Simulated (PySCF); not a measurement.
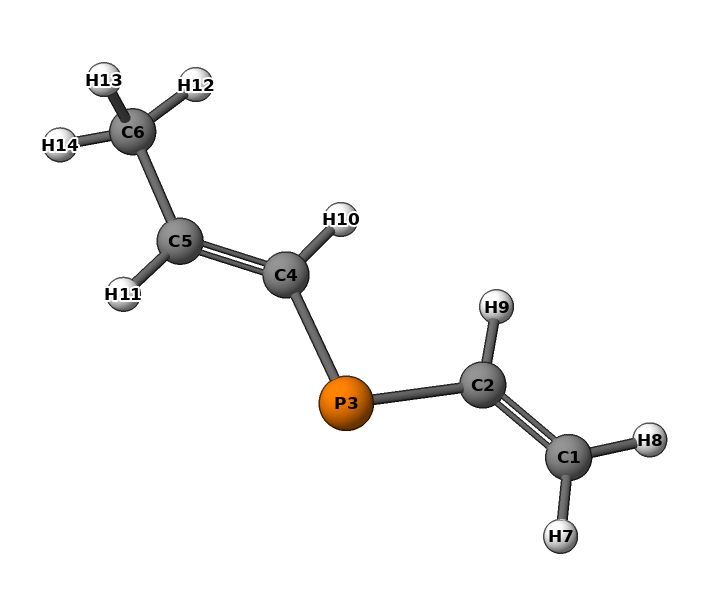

The questions are on isotropic NMR shieldings of the H atoms. The species has charge −1 and is a spin singlet. The geometry was computed by an optimisation with GFN2-xTB. No frequency run is at hand to confirm it as a minimum. Method: GIAO PBE0/pcSseg-1 NMR shielding, non-relativistic, gas phase (PySCF 2.14.0).

Give the isotropic NMR shieldings of the H atoms atom by atom.

| atom | σ (ppm) |
| --- | --- |
| H7 | 27.56 |
| H8 | 27.88 |
| H9 | 24.31 |
| H10 | 24.62 |
| H11 | 27.42 |
| H12 | 30.26 |
| H13 | 29.76 |
| H14 | 29.76 |

The geometry is semi-empirical. Around P such bond lengths and angles can be off by a tenth of an ångström or more and by several degrees, and values that hang on the shape move with them.
